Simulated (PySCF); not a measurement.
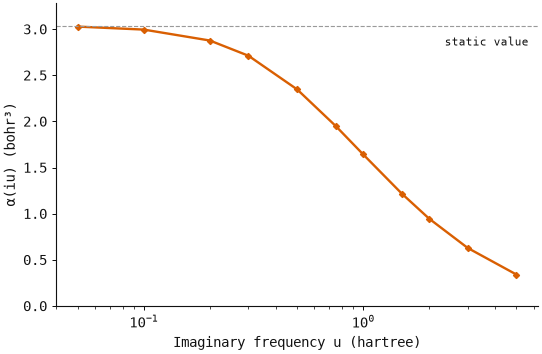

Dipole polarisability at imaginary frequency of Cu²⁺ ([Ar] 3d⁹). Coupled response at the PBE0 level; PySCF, x2c-TZVPPall plus 1 diffuse shell for each l, spin-free X2C-1e, unrestricted single determinants, no spin-orbit coupling.

### Give the static polarisability, its fall-off and C₆.

The static dipole polarisability is 3.04 bohr³; α(iu) falls to half of it near u = 1.1 hartree. The Casimir–Polder integral gives C₆ = 8.31 hartree bohr⁶ for two such species.
